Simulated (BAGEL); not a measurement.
**SiH2O2F2 (SMILES O[Si](O)(F)F): levels of theory compared**

We compute a comparison of 3 runs (HF/3-21G, HF/6-31G*, HF/def2-SVP) of SiH2O2F2. 

The results are computed with BAGEL 1.2.2.

## 1. The system as given

SiH2O2F2 has 7 atoms, charge 0, and is taken as a singlet. SMILES: `O[Si](O)(F)F`. The O1–H6 distance was set to 1.245 Å, away from the relaxed value.

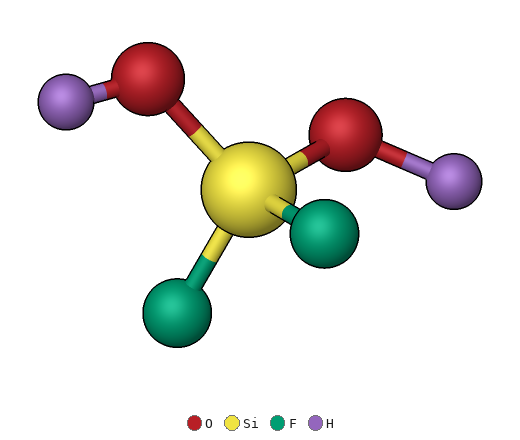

The structure, seen from a chosen angle (oxygen red, silicon yellow, fluorine teal, hydrogen purple).

## 2. A single-point energy at HF/3-21G (density fitting with qzvpp-jkfit) (run 1)

File hf.json:

```json
{ "bagel" : [

{
  "title" : "molecule",
  "basis" : "3-21g",
  "df_basis" : "qzvpp-jkfit",
  "angstrom" : true,
  "geometry" : [
    { "atom" : "O", "xyz" : [   -0.911137,    0.270272,    0.976979 ] },
    { "atom" : "Si", "xyz" : [    0.200763,   -0.191628,   -0.090821 ] },
    { "atom" : "O", "xyz" : [    1.533063,   -0.560128,    0.733179 ] },
    { "atom" : "F", "xyz" : [   -0.271637,   -1.436228,   -0.947121 ] },
    { "atom" : "F", "xyz" : [    0.449863,    0.958272,   -1.149621 ] },
    { "atom" : "H", "xyz" : [   -1.829300,    1.022300,    0.602200 ] },
    { "atom" : "H", "xyz" : [    2.160763,   -1.172028,    0.348479 ] }
  ]
},
{
  "title" : "hf"
},
{
  "title" : "print",
  "file" : "orbitals.molden",
  "orbitals" : true
}

]}
```

Started as:

```console
BAGEL_NUM_THREADS=1 BAGEL hf.json > hf.out
```

Log:

```text
* using 1 threads per process

  ===============================================================
  ===============================================================

  *** Geometry ***

  { "atom" : "O", "xyz" : [     -1.721799,      0.510740,      1.846223 ] },
  { "atom" : "Si", "xyz" : [      0.379387,     -0.362124,     -0.171627 ] },
  { "atom" : "O", "xyz" : [      2.897069,     -1.058489,      1.385508 ] },
  { "atom" : "F", "xyz" : [     -0.513320,     -2.714078,     -1.789799 ] },
  { "atom" : "F", "xyz" : [      0.850118,      1.810872,     -2.172469 ] },
  { "atom" : "H", "xyz" : [     -3.456876,      1.931867,      1.137993 ] },
  { "atom" : "H", "xyz" : [      4.083250,     -2.214812,      0.658530 ] },

  Number of auxiliary basis functions:      472

  Since a DF basis is specified, we compute 2- and 3-index integrals:
    o Being stored without compression. Storage requirement is 0.011 GB

  Number of basis functions:       53
  Number of electrons      :       50

    * METHOD: MOLECULE                             0.17

  *** RHF ***

  === Nuclear Repulsion ===
   268.8978546271

      * DIIS with orbital gradients will be used.

  === RHF iteration (3-21g) ===
      0       -635.19297489          0.03520645           0.05
      1       -635.38478175          0.01903913           0.05
      2       -635.45107676          0.00147711           0.05
      3       -635.45178991          0.00067755           0.05
      4       -635.45191543          0.00014506           0.05
      5       -635.45192647          0.00002013           0.05
      6       -635.45192670          0.00000694           0.05
      7       -635.45192672          0.00000211           0.05
      8       -635.45192672          0.00000051           0.05
      9       -635.45192672          0.00000024           0.05
     10       -635.45192672          0.00000007           0.05
     11       -635.45192672          0.00000003           0.05
     12       -635.45192672          0.00000002           0.05
     13       -635.45192672          0.00000001           0.05
    * SCF iteration converged.

    * Permanent dipole moment:
           (    0.138211,    -0.053360,     0.365121) a.u.

    * METHOD: HF                                   0.79

    * METHOD: PRINT                                0.01

  ===============================================================
```

It took 1.1 s on 1 thread of Arm Neoverse V1, shared host; peak memory 0.082 GiB.

## 3. A single-point energy at HF/6-31G(d) (density fitting with qzvpp-jkfit, spherical functions) (run 2)

File job.json:

```json
{ "bagel": [

{
  "title": "molecule",
  "basis": "6-31gs.json",
  "df_basis": "qzvpp-jkfit",
  "angstrom": true,
  "geometry": [
    { "atom": "O", "xyz": [      -0.911137,       0.270272,       0.976979 ] },
    { "atom": "Si", "xyz": [       0.200763,      -0.191628,      -0.090821 ] },
    { "atom": "O", "xyz": [       1.533063,      -0.560128,       0.733179 ] },
    { "atom": "F", "xyz": [      -0.271637,      -1.436228,      -0.947121 ] },
    { "atom": "F", "xyz": [       0.449863,       0.958272,      -1.149621 ] },
    { "atom": "H", "xyz": [      -1.829300,       1.022300,       0.602200 ] },
    { "atom": "H", "xyz": [       2.160763,      -1.172028,       0.348479 ] }
  ]
},

{
  "title": "hf"
},

{
  "title": "print",
  "file": "orbitals.molden",
  "orbitals": true
}

]}
```

The basis set 6-31G* is read from a file made from the Basis Set Exchange's data (not shown).

Started as:

```console
BAGEL_NUM_THREADS=1 BAGEL job.json > job.out
```

Log:

```text
* using 1 threads per process

  ===============================================================
  ===============================================================

  *** Geometry ***

  { "atom" : "O", "xyz" : [     -1.721799,      0.510740,      1.846223 ] },
  { "atom" : "Si", "xyz" : [      0.379387,     -0.362124,     -0.171627 ] },
  { "atom" : "O", "xyz" : [      2.897069,     -1.058489,      1.385508 ] },
  { "atom" : "F", "xyz" : [     -0.513320,     -2.714078,     -1.789799 ] },
  { "atom" : "F", "xyz" : [      0.850118,      1.810872,     -2.172469 ] },
  { "atom" : "H", "xyz" : [     -3.456876,      1.931867,      1.137993 ] },
  { "atom" : "H", "xyz" : [      4.083250,     -2.214812,      0.658530 ] },

  Number of auxiliary basis functions:      472

  Since a DF basis is specified, we compute 2- and 3-index integrals:
    o Being stored without compression. Storage requirement is 0.023 GB

  Number of basis functions:       78
  Number of electrons      :       50

    * METHOD: MOLECULE                             0.24

  *** RHF ***

  === Nuclear Repulsion ===
   268.8978546271

      * DIIS with orbital gradients will be used.

  === RHF iteration (6-31gs.json) ===
      0       -638.48307025          0.02930122           0.08
      1       -638.72821397          0.01781232           0.08
      2       -638.86125112          0.00131291           0.07
      3       -638.86218950          0.00057914           0.08
      4       -638.86237091          0.00013741           0.08
      5       -638.86238693          0.00003362           0.08
      6       -638.86238836          0.00000855           0.08
      7       -638.86238844          0.00000332           0.08
      8       -638.86238845          0.00000130           0.08
      9       -638.86238845          0.00000058           0.07
     10       -638.86238845          0.00000025           0.07
     11       -638.86238845          0.00000009           0.07
     12       -638.86238845          0.00000003           0.07
     13       -638.86238845          0.00000001           0.07
     14       -638.86238845          0.00000000           0.08
    * SCF iteration converged.

    * Permanent dipole moment:
           (    0.164783,    -0.095728,     0.243233) a.u.

    * METHOD: HF                                   1.30

    * METHOD: PRINT                                0.01

  ===============================================================
```

Run time: 1.7 s. Hardware: 1 thread of Arm Neoverse V1, shared host; peak memory 0.11 GiB.

## 4. The energy at HF/def2-SVP (density fitting with qzvpp-jkfit) (run 3)

File calc.json:

```json
{ "bagel": [

{
  "title": "molecule",
  "basis": "svp",
  "df_basis": "qzvpp-jkfit",
  "angstrom": true,
  "geometry": [
    { "atom": "O", "xyz": [      -0.911137,       0.270272,       0.976979 ] },
    { "atom": "Si", "xyz": [       0.200763,      -0.191628,      -0.090821 ] },
    { "atom": "O", "xyz": [       1.533063,      -0.560128,       0.733179 ] },
    { "atom": "F", "xyz": [      -0.271637,      -1.436228,      -0.947121 ] },
    { "atom": "F", "xyz": [       0.449863,       0.958272,      -1.149621 ] },
    { "atom": "H", "xyz": [      -1.829300,       1.022300,       0.602200 ] },
    { "atom": "H", "xyz": [       2.160763,      -1.172028,       0.348479 ] }
  ]
},

{ "title": "hf" },

{ "title": "print", "file": "orbitals.molden", "orbitals": true }

]}
```

Started as:

```console
BAGEL_NUM_THREADS=1 BAGEL calc.json > calc.out
```

Log:

```text
* using 1 threads per process

  ===============================================================
  ===============================================================

  *** Geometry ***

  { "atom" : "O", "xyz" : [     -1.721799,      0.510740,      1.846223 ] },
  { "atom" : "Si", "xyz" : [      0.379387,     -0.362124,     -0.171627 ] },
  { "atom" : "O", "xyz" : [      2.897069,     -1.058489,      1.385508 ] },
  { "atom" : "F", "xyz" : [     -0.513320,     -2.714078,     -1.789799 ] },
  { "atom" : "F", "xyz" : [      0.850118,      1.810872,     -2.172469 ] },
  { "atom" : "H", "xyz" : [     -3.456876,      1.931867,      1.137993 ] },
  { "atom" : "H", "xyz" : [      4.083250,     -2.214812,      0.658530 ] },

  Number of auxiliary basis functions:      472

  Since a DF basis is specified, we compute 2- and 3-index integrals:
    o Being stored without compression. Storage requirement is 0.027 GB

  Number of basis functions:       84
  Number of electrons      :       50

    * METHOD: MOLECULE                             0.22

  *** RHF ***

  === Nuclear Repulsion ===
   268.8978546271

      * DIIS with orbital gradients will be used.

  === RHF iteration (svp) ===
      0       -638.14259469          0.02644511           0.08
      1       -638.37924192          0.01629402           0.08
      2       -638.50664615          0.00114408           0.08
      3       -638.50753654          0.00052038           0.08
      4       -638.50770811          0.00014077           0.08
      5       -638.50772498          0.00003195           0.08
      6       -638.50772635          0.00000782           0.08
      7       -638.50772642          0.00000258           0.08
      8       -638.50772643          0.00000116           0.08
      9       -638.50772643          0.00000045           0.08
     10       -638.50772643          0.00000022           0.08
     11       -638.50772643          0.00000008           0.08
     12       -638.50772643          0.00000003           0.08
     13       -638.50772643          0.00000001           0.08
     14       -638.50772643          0.00000000           0.08
    * SCF iteration converged.

    * Permanent dipole moment:
           (    0.177511,    -0.116660,     0.183707) a.u.

    * METHOD: HF                                   1.40

    * METHOD: PRINT                                0.01

  ===============================================================
```

It took 1.8 s on 1 thread of Arm Neoverse V1, shared host; peak memory 0.12 GiB.

## 5. All runs side by side

```csv
run,level,energy (Eh),dipole moment (D),HOMO energy (eV),LUMO energy (eV),wall time
1,HF/3-21G (density fitting with qzvpp-jkfit),-635.451927,1.00,-14.25,3.61,1.1 s
2,"HF/6-31G* (density fitting with qzvpp-jkfit, spherical functions)",-638.862388,0.79,-14.44,3.04,1.7 s
3,HF/def2-SVP (density fitting with qzvpp-jkfit),-638.507726,0.71,-14.53,2.71,1.8 s
```

## 6. What came out

```
            quantity          value
 run 3: total energy  -638.50773 Eh
run 3: dipole moment         0.71 D
  run 3: HOMO energy      -14.53 eV
  run 3: LUMO energy        2.71 eV
run 3: HOMO–LUMO gap       17.24 eV
```

**Reading.** The dipole moment (its size) runs from 0.71 D (HF/def2-SVP) to 1.00 D (HF/3-21G). The HOMO–LUMO gap runs from 17.24 eV (HF/def2-SVP) to 17.86 eV (HF/3-21G). All runs together took 4.6 s, the longest 1.8 s.
